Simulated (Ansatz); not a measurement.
Input file:

```
crystal:
  periodic: [false, false, false]
  atoms:
    - { symbol: B, position_ang: [-0.2344, -0.6322, 0.1983] }
    - { symbol: Si, position_ang: [0.4724, 1.534, 0.1189] }
    - { symbol: O, position_ang: [-1.6033, -0.5116, 0.3296] }
    - { symbol: O, position_ang: [0.4763, -1.3777, 1.1068] }
    - { symbol: H, position_ang: [0.3021, 0.0398, -0.9978] }
    - { symbol: O, position_ang: [0.1454, -1.1601, -1.4286] }
    - { symbol: H, position_ang: [-0.4542, 2.4762, -0.5116] }
    - { symbol: H, position_ang: [0.3952, 1.7804, 1.5599] }
    - { symbol: H, position_ang: [1.8374, 1.9146, -0.2677] }
    - { symbol: H, position_ang: [-1.9815, -1.0812, 0.9975] }
    - { symbol: H, position_ang: [1.319, -1.7109, 0.8109] }
    - { symbol: H, position_ang: [-0.6744, -1.2713, -1.9161] }
basis:
  gaussian: { orbitals: def2-SVP }
hamiltonian:
  xc: pbe
  dispersion: d4
relax:
  f_tol: 0.15
  max_steps: 25
  restrain:
    - { distance: [0, 5], at: 1.5, k: 30.0 }
    - { distance: [4, 1], at: 1.42, k: 30.0 }
    - { distance: [0, 1], at: 3.25, k: 30.0 }
    - { distance: [4, 5], at: 2.27, k: 30.0 }
output:
  orbitals: {}
```

Launched as:

```sh
ansatz run input.yaml --threads 2 --pin off --max-ram 3072MiB --backend cpu --events-out ev --progress --plain --runs-dir out
```

The fields are those of the run's last geometry, not of the input's.

Not at a stationary point (largest force 1.9 eV/Å).

Method: Ansatz 0.2.0, RKS PBE-D4/def2-SVP.

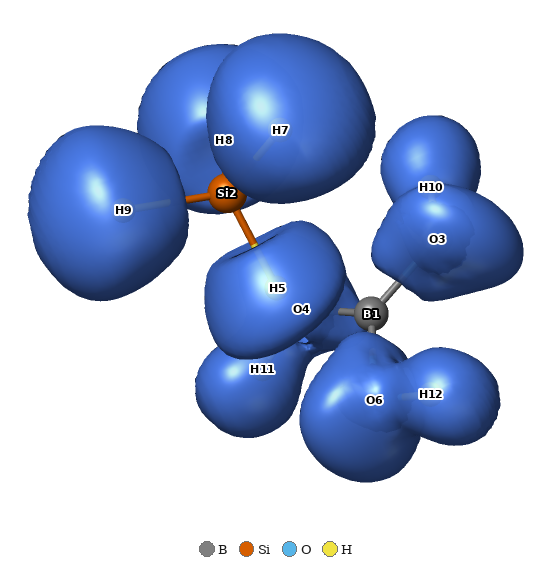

BH3O3···SiH4. Isosurface of the ELF at 0.75 (blue), seen at an oblique angle. Core shells and regions of very low density are left out.

Identify the bonds, lone pairs and shells in this picture.

At this value the surface marks out four regions around hydrogen nuclei and three joined regions spread over several atoms (H, O), in which their bonds and any lone pairs are merged.

Values along the shortest contacts:
B1···H5 (2.33 Å): the ELF dips to about 0.10 between them. B–O (1.37 Å): the ELF peaks at about 0.90 between the atoms, as expected for a polar covalent bond.
